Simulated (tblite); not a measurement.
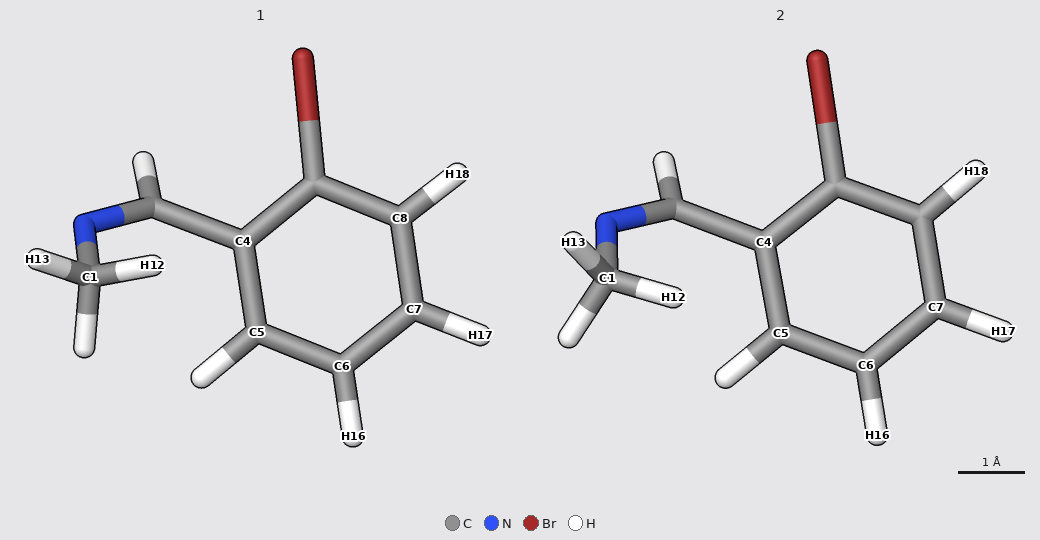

Two geometries of C8H8BrN, drawn at one scale. One is the start of a relaxation, the other its converged end. The picture is a stick view, seen at a tilt.

Computed with tblite, GFN2-xTB geometry optimisation, gas phase. 

Question: Which of the two is the end point?

Answer: Structure 2 is the relaxed one. The atom that moves furthest after the best rigid fit is an H atom (0.56 Å). Largest moves by element: H 0.56 Å, Br 0.10 Å, C 0.07 Å, N 0.05 Å. Near-neighbour distances that change, for instance: C–N 1.452 → 1.429 Å, C–N 1.277 → 1.256 Å, C–C 1.401 → 1.383 Å, C–H 1.104 → 1.088 Å. Among the angles between lasting bonds that change: C–C–Br 123.5° → 119.7°, H–C–H 106.1° → 109.6°, N–C–H 110.0° → 107.0°. Groups turn about C–N by about 25°. Over 48 geometry steps the energy falls by 0.148 eV.
